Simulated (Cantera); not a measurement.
Charge: 1 mol PbO, 8.8 mol CO, 8.1 mol N2, at 0.133 bar.

Method: chemical equilibrium by Gibbs-energy minimisation in Cantera with the NASA 1993 tables (ideal gas, pure condensed phases). Candidate condensed phases: C, Pb, PbO, PbO2, Pb3O4; 27 gas species. Kinetics and transport are ignored.

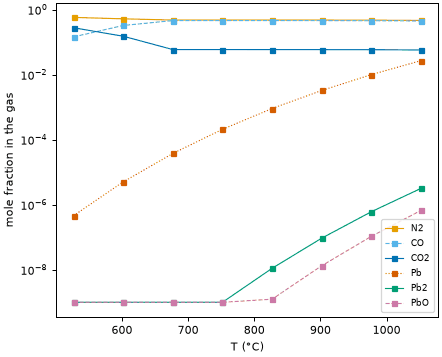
Fig. 1. Equilibrium gas composition (values under 1e-9 drawn at 1e-9)

From 527 °C to 602 °C the condensed part is C(graphite) + Pb(l). From 677 °C to 1052 °C the condensed part is Pb(l). The main Pb-bearing gas is Pb throughout.
